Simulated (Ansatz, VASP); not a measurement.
**Cross-check of MnMo between VASP and Ansatz**

Aim: how closely do two programs agree when they are given the same cell, functional and k mesh? The cell is invented: As first built, before any earlier steps moved the atoms: it takes the VMo structure with some of its atoms replaced by other elements, volume scaled by an estimate. It may not be a known or stable phase. The cell comes out of the VASP series on this material, whose earlier steps may have relaxed, scaled or displaced it; both programs get it as it stands.

Method: plane waves, with VASP 6.6.1 beside it; single point at PBE, in Ansatz 0.2.0.

**1. The structure**

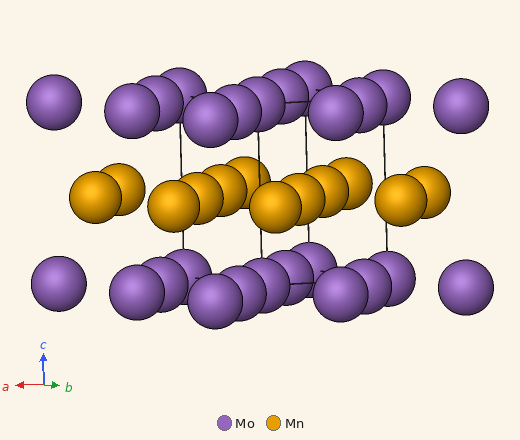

Start, viewed from a free direction; molybdenum purple, manganese orange. 2×2×1 cells are drawn. This picture shows the conventional cell, with its axes. Some periodic images of atoms are drawn too.

**2. Ansatz: single point, PBE**

Ansatz runs on its default PAW (the set named soft_2) files.

With cell and atoms fixed, the geometry can't cause a difference; cores, projectors, grids and the points listed under the comparison can.

input.yaml

```yaml
crystal:
  lattice:
    - [1.5558438702, -2.1376863683, 0.0]
    - [1.5558438702, 2.1376863683, 0.0]
    - [0.0, 0.0, 4.1071736208]
  atoms:
    - { symbol: Mo, position: [0.0, 0.0, 0.0], spin: 1.0 }
    - { symbol: Mn, position: [0.5, 0.5, 0.5], spin: 4.0 }
hamiltonian:
  xc: pbe
  pseudopotentials: { kind: paw }
magnetization:
  spin_polarized: true
kpoints:
  mp_grid: { grid: [8, 8, 5] }
scf:
  occupations: { method: fermi_dirac, width: 0.05 }
  n_extra_bands: 4
output:
  forces: true
  stress: true
  eigenvalues: true
```

On the command line:

```bash
$ ansatz run input.yaml --threads 2 --pin off --max-ram 4608MiB --backend cpu --events-out ev --progress --plain --runs-dir out
```

Numbers of over 12 decimals in the logs are rounded to 6 here.

The log of the run:

```text
Warning: the band count 19 (scf.n_extra_bands) hosts the net moment |M| = 5.0000 μB (N_el = 29) but caps the reachable moment at 2·n_bands − N_el = 9.0000 μB, below the 21 bands that the automatic rule leaves for it — a moment growing past the seed, or the majority channel's smearing tail, pins there with fewer empty majority states than that count leaves; raise or omit scf.n_extra_bands unless the cap is intended
scf.n_extra_bands = 4 over 15 filled bands (N_el = 29.0): the run solves 19 bands
Engine: ansatz 0.2.0, aarch64-unknown-linux-gnu
Pseudopotentials: kind: paw
Pseudopotential: Mo, paw, valence charge 14, recommended cutoff 420 eV (normal), Mo.paw.azcp
Pseudopotential: Mn, paw, valence charge 15, recommended cutoff 420 eV (normal), Mn.paw.azcp
Functional definition: PBE
  parameter kappa = 0.804
  parameter beta = 0.066725
  exchange = pbe_x(kappa = kappa, mu = beta*pi^2/3)
  correlation = pbe_c(beta = beta)
Crystal: 2 atoms, lattice volume = 27.320 Å³
Basis set: ecut = 420 eV, 539 PW (Γ), exchange–correlation on 36×36×60 points (8 copies of the dense FFT grid, shifted against one another)
Bands: 19, of which v1, the nominal top of the filled ones, is band 15 counted from 1 (14 counted from 0)
Symmetry: 8 space group operations
Space group: Cmmm (ITA 65), of the structure as read, at distance tolerance 3.0e-5 Å
Magnetic group: BNS 65.481 (UNI 579), of the structure as read, at distance tolerance 3.0e-5 Å
k-points: 63 of 320
Non-local potential: Mo, projectors of the file, l = 0: 3, l = 1: 2, l = 2: 2, l = 3: 1
Non-local potential: Mn, projectors of the file, l = 0: 3, l = 1: 2, l = 2: 3, l = 3: 1
PAW form: soft (Blöchl's): semilocal exchange-correlation on the pseudo side does not see the compensation charge
PAW one-centre angular grid: Mo, 590 points (default); XC on 64 Gauss nodes
PAW one-centre angular grid: Mn, 590 points (default); XC on 64 Gauss nodes
Initial density: superposition of atomic densities (chi_scale 0.1, normalization cell)
Starting moments: Σ|m| = 5 μB on 2 of 2 sites
Initial wavefunctions: pseudopotential atomic-orbital guess
Functional: x = pbe(κ = 0.804, μ = 0.219515), c = pbe(β = 0.066725)
SCF iter   1: F=—  HF=-8856.378755 eV  |F-HF|=—  |Δ(HF+E_count)|=         —  Δρ=1.83e-1 (↑1.83e-1 ↓1.24e-1)  dr2=3.23e0  dr2_m=5.42e0  M=1.552 μB ∫|m|=1.876 μB  β_m=0.30  ethr=3.10e-3  ⟨swp⟩=4.3  Hψ=9291  notcnv=0
Mixer restart at iter 1: flushing history
preconditioner: auto → none  [metal: Δε(μ)=0.015 eV  Ē_g=5.042 eV  σ=0.050 eV  W_gap=0.07  n_scr=6 (ndim 8)  ℏωp=25.6 eV  f_vac=0.000  D(μ)=2.10/eV (n_scr^D=22)  sad-step TF]
SCF iter   2: F=—  HF=-8854.833831 eV  |F-HF|=—  |Δ(HF+E_count)|=    1.54e0  Δρ=1.05e-1 (↑1.05e-1 ↓9.11e-2)  dr2=1.94e0  dr2_m=2.11e0  M=1.659 μB ∫|m|=2.072 μB  β_m=0.54  ethr=3.10e-3  ⟨swp⟩=2.7  Hψ=4630  notcnv=0  defer=24
SCF iter   3: F=—  HF=-8855.382922 eV  |F-HF|=—  |Δ(HF+E_count)|=         —  Δρ=1.44e-1 (↑1.44e-1 ↓3.47e-2)  dr2=8.74e0  dr2_m=1.17e0  M=1.052 μB ∫|m|=1.509 μB  β_m=0.54  ethr=3.10e-3  ⟨swp⟩=3.8  Hψ=6717  notcnv=0  defer=25
Mixer restart at iter 3: flushing history
SCF iter   4: F=—  HF=-8857.316074 eV  |F-HF|=—  |Δ(HF+E_count)|=    1.93e0  Δρ=2.12e-1 (↑2.12e-1 ↓1.27e-1)  dr2=3.78e1  dr2_m=4.97e-1  M=1.824 μB ∫|m|=2.372 μB  β_m=0.34  ethr=3.10e-3  ⟨swp⟩=4.0  Hψ=7521  notcnv=0  defer=11  recentre
SCF iter   5: F=—  HF=-8854.581002 eV  |F-HF|=—  |Δ(HF+E_count)|=    2.74e0  Δρ=2.44e-2 (↑2.44e-2 ↓1.23e-2)  dr2=1.11e-1  dr2_m=7.28e-2  M=1.360 μB ∫|m|=1.959 μB  β_m=0.43  ethr=3.10e-3  ⟨swp⟩=3.5  Hψ=6451  notcnv=0  defer=8
SCF iter   6: F=—  HF=-8854.581065 eV  |F-HF|=—  |Δ(HF+E_count)|=   6.31e-5  Δρ=6.88e-3 (↑4.11e-3 ↓6.88e-3)  dr2=5.54e-3  dr2_m=6.73e-3  M=1.390 μB ∫|m|=2.024 μB  β_m=0.55  ethr=3.81e-4  ⟨swp⟩=2.0  Hψ=3901  notcnv=0  defer=12
SCF iter   7: F=—  HF=-8854.593287 eV  |F-HF|=—  |Δ(HF+E_count)|=   1.22e-2  Δρ=2.26e-3 (↑1.96e-3 ↓2.26e-3)  dr2=7.76e-5  dr2_m=1.08e-3  M=1.349 μB ∫|m|=2.005 μB  β_m=0.61  ethr=1.91e-5  ⟨swp⟩=2.1  Hψ=4182  notcnv=0  defer=12
SCF iter   8: F=—  HF=-8854.593290 eV  |F-HF|=—  |Δ(HF+E_count)|=   3.05e-6  Δρ=1.39e-3 (↑1.39e-3 ↓9.32e-4)  dr2=1.22e-4  dr2_m=3.19e-4  M=1.338 μB ∫|m|=1.997 μB  β_m=0.78  ethr=2.68e-7  ⟨swp⟩=2.2  Hψ=4280  notcnv=0  defer=12
SCF iter   9: F=—  HF=-8854.593370 eV  |F-HF|=—  |Δ(HF+E_count)|=   8.05e-5  Δρ=1.05e-3 (↑1.05e-3 ↓6.24e-4)  dr2=5.35e-5  dr2_m=1.67e-4  M=1.333 μB ∫|m|=1.987 μB  β_m=0.70  ethr=2.68e-7  ⟨swp⟩=2.1  Hψ=3267  notcnv=0  defer=12
SCF iter  10: F=—  HF=-8854.593367 eV  |F-HF|=—  |Δ(HF+E_count)|=   3.62e-6  Δρ=5.58e-4 (↑5.58e-4 ↓4.06e-4)  dr2=1.17e-5  dr2_m=5.57e-5  M=1.332 μB ∫|m|=1.984 μB  β_m=0.81  ethr=1.85e-7  ⟨swp⟩=2.3  Hψ=3500  notcnv=0  defer=12
SCF iter  11: F=—  HF=-8854.593370 eV  |F-HF|=—  |Δ(HF+E_count)|=   2.98e-6  Δρ=3.46e-4 (↑3.46e-4 ↓2.58e-4)  dr2=2.57e-6  dr2_m=2.22e-5  M=1.330 μB ∫|m|=1.980 μB  β_m=0.90  ethr=4.02e-8  ⟨swp⟩=2.1  Hψ=3469  notcnv=0  defer=12
SCF iter  12: F=—  HF=-8854.593369 eV  |F-HF|=—  |Δ(HF+E_count)|=   7.43e-7  Δρ=2.78e-5 (↑2.76e-5 ↓2.78e-5)  dr2=9.37e-8  dr2_m=1.69e-7  M=1.327 μB ∫|m|=1.976 μB  β_m=0.93  ethr=8.86e-9  ⟨swp⟩=2.1  Hψ=3701  notcnv=0  defer=12
SCF iter  13: F=—  HF=-8854.593369 eV  |F-HF|=—  |Δ(HF+E_count)|=   5.49e-8  Δρ=1.77e-5 (↑1.77e-5 ↓4.84e-6)  dr2=7.60e-8  dr2_m=2.63e-8  M=1.328 μB ∫|m|=1.976 μB  β_m=0.89  ethr=3.23e-10  ⟨swp⟩=2.0  Hψ=4128  notcnv=0  defer=12
SCF iter  14: F=—  HF=-8854.593369 eV  |F-HF|=—  |Δ(HF+E_count)|=   1.84e-9  Δρ=8.48e-6 (↑8.48e-6 ↓1.58e-6)  dr2=2.37e-8  dr2_m=3.76e-9  M=1.328 μB ∫|m|=1.976 μB  β_m=0.70  ethr=2.62e-10  ⟨swp⟩=2.2  Hψ=3598  notcnv=0  defer=12
SCF iter  15: F=-8854.593369 eV  HF=-8854.593369 eV  |F-HF|=2.56e-9  |Δ(HF+E_count)|=   3.48e-9  Δρ=1.34e-6 (↑9.74e-7 ↓1.34e-6)  dr2=2.84e-9  dr2_m=6.03e-11  M=1.328 μB ∫|m|=1.976 μB  ethr=8.16e-11  ⟨swp⟩=2.4  Hψ=7296  notcnv=0
SCF 1 converged in 15 iterations: F = -8854.593369 eV  dr2 = 2.84e-9
  greatest PAW one-centre occupation: 1.000 electrons in one spin orbital (limit 2), on the Mn atom at site 1 (counted from 0), in its partial waves of l = 0
SCF converged after 15 iterations
Magnetization: 1.3279 μB (15.1639 up, 13.8361 down)
Absolute magnetization: 1.9761 μB (∫|ρ↑−ρ↓|, with the PAW one-centre terms)
Spin contamination: 0.1522 ħ² per cell (⟨S²⟩ above its minimum at these occupations)
Per-site moments (μB) at R_I (Å): [(-0.228302, 1.062768), (1.615332, 1.062768)]
Free energy (F): -8854.593369 eV
Harris-Foulkes:  -8854.593369 eV  (|F-HF|=2.56e-9)
Internal energy: -8854.573131 eV  (E = F + TS)
E sigma→0 (E₀):  -8854.583250 eV
Entropy (-TS):   -0.020238 eV (-10.119 meV/atom)
Fermi energy:    19.889296 eV
--- Per-component energies (eV) ---
  E_band       = -230.978816
  E_kinetic    = 748.043108
  E_local      = -2509.689103  (includes V_loc(G=0)·N_el)
  E_nonlocal   = 382.375787
  E_hartree    = 982.348597
  E_xc         = -298.456372
  E_vxc        = -376.278977  (∫ρ·V_xc dr)
  E_paw        = -4499.696112  (= ΣΔE_a)
  E_vpaw       = -440.125691  (= ΣTr[D̂ρ^β])
  E_aug_tail   = 0.000043  (compensation charges beyond the density's cutoff)
  E_ewald      = -3659.499080
  E_smearing   = -0.020238  (= −TS)
  E_closure    = 0.000000  (closes the sum)
  Σ components = -8854.593369   (vs F -8854.593369, Δ=0.00e0)
--- Forces (eV/Å), atoms counted from 1 ---
  atom   1  Mo     0.00000000     0.00000000     0.00000000
  atom   2  Mn    -0.00000000     0.00000000     0.00000000
  max |Σ_I F_I| component: 2.48e-29 eV/Å
--- Stress (GPa, compression-positive) ---
        0.486695       0.000000       0.000000
        0.000000       0.616513       0.000000
        0.000000       0.000000       0.692865
  P = ⅓ Tr σ = 0.5987 GPa (5.987 kbar)
--- Band table (eV; the first three rows and the last of 126) ---
  k-point 0 ↑: bands = [... 11 lower, 18.0042, 18.5928, 18.6066, 19.4327, 19.8438, 21.8098, 22.2099, 22.5815]
  k-point 1 ↑: bands = [... 11 lower, 18.3058, 18.3839, 18.6219, 19.4183, 19.4903, 20.8060, 22.0561, 22.5020]
  k-point 2 ↑: bands = [... 11 lower, 17.9120, 18.3827, 18.9253, 19.0045, 19.3952, 19.4916, 21.6737, 21.8208]
  k-point 62 ↓: bands = [... 11 lower, 18.4317, 18.6312, 20.2754, 20.3843, 21.2622, 22.0815, 25.0314, 26.3072]
```

Elapsed: 7.3 s, on 2 threads of Arm Neoverse N1, shared host; peak memory 0.34 GiB.

The run ends at a pressure of 0.60 GPa.

**3. VASP: single point, PBE**

The same cell, functional, mesh and smearing now go to VASP, with its own data sets and cutoff.

Lines of VASP's logs that name or quote its potential files are left out, and so is its time.

INCAR

```
SYSTEM = MnMo
PREC = Accurate
ENCUT = 400
EDIFF = 1E-06
NELM = 100
ISMEAR = -1
SIGMA = 0.05
LREAL = .FALSE.
ALGO = Normal
GGA = PE
NBANDS = 20
ISPIN = 2
MAGMOM = 1 4
LMAXMIX = 4
LORBIT = 11
LWAVE = .FALSE.
LCHARG = .TRUE.
ISIF = 2
LELF = .TRUE.
LVHAR = .TRUE.
```

POSCAR

```
MnMo
1.0
    1.5558438702     -2.1376863683      0.0000000000
    1.5558438702      2.1376863683      0.0000000000
    0.0000000000      0.0000000000      4.1071736208
Mo Mn
1 1
Direct
    0.0000000000      0.0000000000      0.0000000000
    0.5000000000      0.5000000000      0.5000000000
```

KPOINTS

```
Automatic mesh
0
Gamma
8 8 5
0 0 0
```

The projector-augmented-wave data sets are Mo_sv and Mn_pv (PBE family, release 64).

On the command line:

```bash
$ mpirun -np 1 vasp_std
```

The log of the run:

```text
[banner, memory and clock lines left out]
running    1 mpi-ranks, on    1 nodes
 distrk:  each k-point on    1 cores,    1 groups
 distr:  one band on    1 cores,    1 groups

 POSCAR found type information on POSCAR MoMn
 POSCAR found :  2 types and       2 ions
 LDA part: xc-table for (Slater+PW92), standard interpolation
 POSCAR, INCAR and KPOINTS ok, starting setup
 FFT: planning ... GRIDC
 FFT: planning ... GRID_SOFT
 FFT: planning ... GRID
 WAVECAR not read
 entering main loop
       N       E                     dE             d eps       ncg     rms          rms(c)
DAV:   1     0.237096816567E+03    0.23710E+03   -0.13520E+04  5064   0.138E+03
DAV:   2    -0.128403082509E+02   -0.24994E+03   -0.24164E+03  5276   0.416E+02
DAV:   3    -0.209009346023E+02   -0.80606E+01   -0.78388E+01  5532   0.821E+01
DAV:   4    -0.209862947386E+02   -0.85360E-01   -0.85044E-01  5512   0.850E+00
DAV:   5    -0.209872991516E+02   -0.10044E-02   -0.10044E-02  5644   0.968E-01    0.242E+01
DAV:   6    -0.275985562483E+02   -0.66113E+01   -0.71374E+01  5384   0.595E+01    0.331E+01
DAV:   7    -0.200296649205E+02    0.75689E+01   -0.83940E+01  5612   0.496E+01    0.865E+00
DAV:   8    -0.195830317658E+02    0.44663E+00   -0.27414E+00  5524   0.119E+01    0.324E+00
DAV:   9    -0.196295988562E+02   -0.46567E-01   -0.91594E-02  5432   0.221E+00    0.187E+00
DAV:  10    -0.196485028319E+02   -0.18904E-01   -0.85065E-02  5688   0.156E+00    0.100E+00
DAV:  11    -0.196560634069E+02   -0.75606E-02   -0.28970E-02  5752   0.103E+00    0.486E-01
DAV:  12    -0.196587008254E+02   -0.26374E-02   -0.14130E-02  5932   0.615E-01    0.287E-01
DAV:  13    -0.196593658278E+02   -0.66500E-03   -0.23576E-03  5716   0.275E-01    0.188E-01
DAV:  14    -0.196596065072E+02   -0.24068E-03   -0.19108E-03  5664   0.245E-01    0.578E-02
DAV:  15    -0.196596354566E+02   -0.28949E-04   -0.11176E-04  5304   0.674E-02    0.210E-02
DAV:  16    -0.196596375672E+02   -0.21106E-05   -0.12394E-05  5792   0.205E-02    0.654E-03
DAV:  17    -0.196596373747E+02    0.19247E-06   -0.10695E-06  2756   0.797E-03
   1 F= -.19659637E+02 E0= -.19649549E+02  d E =-.201760E-01  mag=     1.3867
```

Parts of OUTCAR (step 3):

```text
ion  position               nearest neighbor table
   1  0.000  0.000  0.000-   2 2.58   2 2.58   2 2.58   2 2.58   2 2.96   2 2.96   2 2.96   2 2.96

  LATTYP: Found a base centered orthorhombic cell.
 ALAT       =     3.1116877404
 B/A-ratio  =     1.3739722920
 C/A-ratio  =     1.3199183091

 Subroutine GETGRP returns: Found  8 space group operations
 (whereof  8 operations were pure point group operations)

The static configuration has the point symmetry D_2h.

 Found     63 irreducible k-points:

   k-points           NKPTS =     63   k-points in BZ     NKDIM =     63   number of bands    NBANDS=     20

   dimension x,y,z NGX =    18 NGY =   18 NGZ =   28
   dimension x,y,z NGXF=    36 NGYF=   36 NGZF=   56

   ENCUT  =  400.0 eV  29.40 Ry    5.42 a.u.   4.31  4.31  6.70*2*pi/ulx,y,z

   NELECT =      27.0000    total number of electrons

 k-points in reciprocal lattice and weights: Automatic mesh
   0.00000000  0.00000000  0.00000000       0.003
   0.12500000  0.00000000  0.00000000       0.013
   0.25000000  0.00000000  0.00000000       0.013
   0.37500000 -0.00000000  0.00000000       0.013
   0.50000000  0.00000000  0.00000000       0.006
   0.12500000  0.12500000  0.00000000       0.006
   0.25000000  0.12500000  0.00000000       0.013
   0.37500000  0.12500000  0.00000000       0.013
   0.50000000  0.12500000  0.00000000       0.013
[...]
-0.37500000  0.37500000  0.40000000       0.013
   0.50000000  0.50000000  0.40000000       0.006

 average (electrostatic) potential at core
       1 -70.4124       2 -63.4216

 E-fermi :  11.1565

 spin component 1
 k-point     1 :       0.0000    0.0000    0.0000
  band No.  band energies     occupation
    ...
     11       9.2575      1.00000
     12       9.8201      1.00000
     13       9.8514      1.00000
     14      10.6958      0.99990
     15      11.1100      0.71731
     16      13.0995      0.00000
     17      13.4774      0.00000
     18      13.8569      0.00000
     19      14.7029      0.00000
     20      22.3657      0.00000

 k-point     2 :       0.1250    0.0000    0.0000
  band No.  band energies     occupation
    ...
     11       9.2167      1.00000
     12       9.6810      1.00000
     13      10.1642      1.00000
     14      10.4482      1.00000
     15      11.1335      0.61338
     16      11.6361      0.00007
     17      13.3152      0.00000
     18      13.9486      0.00000
     19      16.3022      0.00000
     20      22.2295      0.00000

 k-point     3 :       0.2500    0.0000    0.0000
  band No.  band energies     occupation
    ...
     11       8.9759      1.00000
     12       9.3230      1.00000
     13       9.5955      1.00000
     14      10.6649      0.99995
     15      10.7445      0.99974
     16      11.7341      0.00001
     17      13.3253      0.00000
     18      13.6439      0.00000
     19      18.7895      0.00000
     20      21.5524      0.00000

 k-point     4 :       0.3750   -0.0000    0.0000
  band No.  band energies     occupation
    ...
     11       8.7723      1.00000
     12       8.9398      1.00000
     13       9.1231      1.00000
     14      10.5267      1.00000
     15      10.9283      0.98969
     16      13.0251      0.00000
     17      13.3319      0.00000
     18      13.9613      0.00000
     19      19.0113      0.00000
     20      21.2505      0.00000

 k-point     5 :       0.5000    0.0000    0.0000
  band No.  band energies     occupation
    ...
     11       8.7672      1.00000
     12       8.9435      1.00000
     13       9.2710      1.00000
     14      10.5406      1.00000
     15      10.8989      0.99425
     16      13.1982      0.00000
     17      13.9425      0.00000
     18      13.9735      0.00000
     19      18.1325      0.00000
     20      21.7222      0.00000

 k-point     6 :       0.1250    0.1250    0.0000
  band No.  band energies     occupation
    ...
     11       9.4247      1.00000
     12       9.8848      1.00000
     13      10.2202      1.00000
     14      10.2256      1.00000
     15      10.5662      0.99999
     16      11.1653      0.45631
     17      13.2047      0.00000
     18      13.8541      0.00000
     19      18.0683      0.00000
     20      22.0168      0.00000

  Total        0.0149354     -0.0137273     -0.0118869     -0.0000000      0.0000000      0.0000000
  in kB        0.8758807     -0.8050317     -0.6971003     -0.0000000      0.0000000      0.0000000
  external PRESSURE =      -0.2087504 kB  Pullay stress =       0.0000000 kB

  energy-cutoff  :      400.00
  volume of cell :       27.32
      direct lattice vectors                 reciprocal lattice vectors
     1.555843870 -2.137686368  0.000000000     0.321369007 -0.233897735  0.000000000
     1.555843870  2.137686368  0.000000000     0.321369007  0.233897735  0.000000000
     0.000000000  0.000000000  4.107173621     0.000000000  0.000000000  0.243476437

 POSITION                                       TOTAL-FORCE (eV/Angst)
 -----------------------------------------------------------------------------------
      0.00000      0.00000      0.00000         0.000000     -0.000000      0.000000
      1.55584      0.00000      2.05359         0.000000      0.000000      0.000000
 -----------------------------------------------------------------------------------
    total drift:                               -0.000000     -0.000000     -0.000000

  FREE ENERGIE OF THE ION-ELECTRON SYSTEM (eV)
  ---------------------------------------------------
  free  energy   TOTEN  =       -19.6596373747 eV

  energy  without entropy=      -19.6394613451  energy(sigma->0) =      -19.64954936

 total charge
# of ion       s       p       d       tot
------------------------------------------
    1        2.403   6.208   3.975  12.585
    2        0.373   6.331   5.091  11.795
--------------------------------------------------
tot          2.776  12.539   9.065  24.380

 magnetization (x)
# of ion       s       p       d       tot
------------------------------------------
    1       -0.012  -0.020  -0.260  -0.292
    2        0.009   0.002   1.682   1.692
--------------------------------------------------
tot         -0.004  -0.018   1.422   1.400

[... 6 further parts left out ...]
```

The run ends at a pressure of -0.02 GPa.

**4. Differences**

Known differences besides the PAW data sets themselves: the data sets hold 29 valence electrons in Ansatz (default PAW (the set named soft_2) files) and 27 in VASP; the cutoff is 420 eV in Ansatz and 400 eV in VASP; VASP leaves aspherical gradient terms in its spheres out (LASPH is not set), Ansatz keeps them; site moments are counted in spheres of each program's own size. Total energies have different zeros and are not compared.

Compared:

| quantity | Ansatz | VASP | difference |
| --- | --- | --- | --- |
| pressure (GPa) | 0.60 | -0.02 | +0.62 |
| total moment (μB) | 1.33 | 1.39 | -0.06 |
| moment on Mn2 (μB) | 1.61 | 1.69 | -0.08 |
| moment on Mo1 (μB) | -0.23 | -0.29 | +0.06 |

Ansatz's pressure holds a Pulay correction of 0.05 GPa; VASP's holds none.

**5. Results**

```json
{
 "difference in moment on Mn2 (single point, PBE)": "-0.077 μB",
 "difference in pressure (single point, PBE)": "0.62 GPa"
}
```

In words: The difference in pressure is 0.62 GPa (single point, PBE), within the 1 GPa picked in this series as the mark of a large difference. Differences of this kind measure data sets and numerical settings, not the functional's error against experiment.

[Lines on the potential files, build, host, timing and source positions are cut from VASP's logs without a mark.]

[Logs are printed without paths, hosts, clocks, repeated set-up lines and the standing remarks that a program may print on its own settings, such as how far it seeks lower states.]

[Hosts, paths, dates, database ids (printed as entryN), source tags and the programs' standing remarks are cut or masked in the printed files.]
